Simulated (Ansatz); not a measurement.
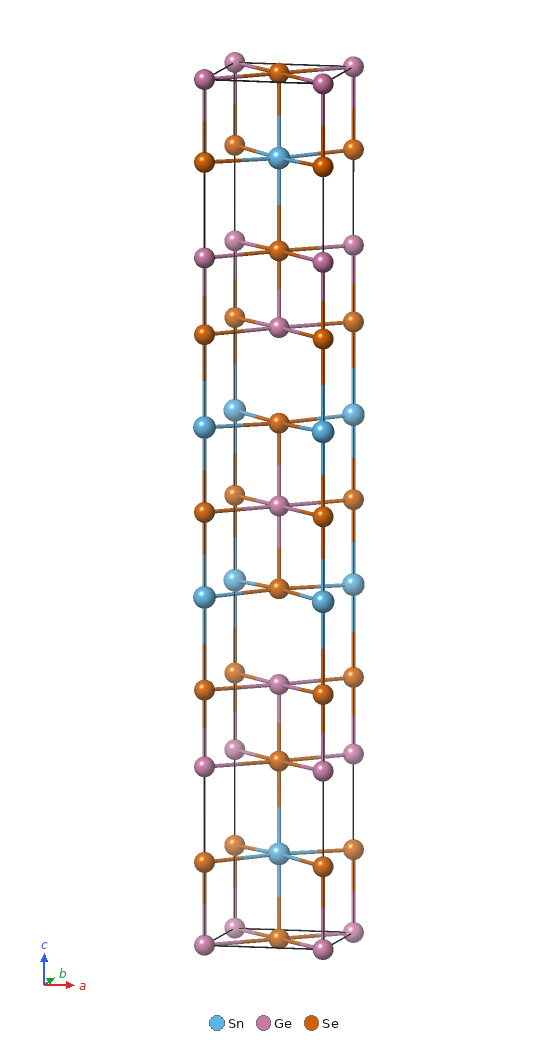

Crystal structure, ball-and-stick style, seen slightly off an axis. The frame is the conventional unit cell; atoms at its boundary are shown with their periodic copies.

Sn2Ge3Se5, space group I4/mmm (No. 139), a = 4.136 Å, b = 4.136 Å, c = 29.560 Å, α = 90.00°, β = 90.00°, γ = 90.00°. Starting structure: a structure type filled with these elements by a generator (whether the compound takes this form wasn't checked). Earlier steps of the study, as a rule a relaxation of our own, may have changed the cell and positions, so they can lie some per cent off the listed ones. An electronic-structure calculation with Ansatz was run on it.

This one geometry was computed with Ansatz (DFT, plane waves, PAW) at three levels of theory: r2SCAN, PBE and PBEsol.

Q: Which level gives the highest pressure at this volume, and what does that say about its equilibrium volume?

A: Highest: PBE (0.0 GPa), which points to the largest equilibrium volume. Lowest, with the smallest volume: PBEsol (-2.9 GPa). Levels within 0.5 GPa of each other can't be told apart.

Q: How does the band gap change with the level of theory?

A: All levels give a metal, though semilocal functionals underestimate gaps and can close a small one.

Q: Collect the results in a table.

A:
| level | cutoff (eV) | k-mesh of the run's cell | gap (eV) | pressure (GPa) |
| --- | --- | --- | --- | --- |
| r2SCAN | 500 | 12×12×12 | metal | -1.2 |
| PBE | 420 | 12×12×12 | metal | 0.0 |
| PBEsol | 420 | 12×12×12 | metal | -2.9 |

Gaps are taken on the k-mesh or band path of each run.
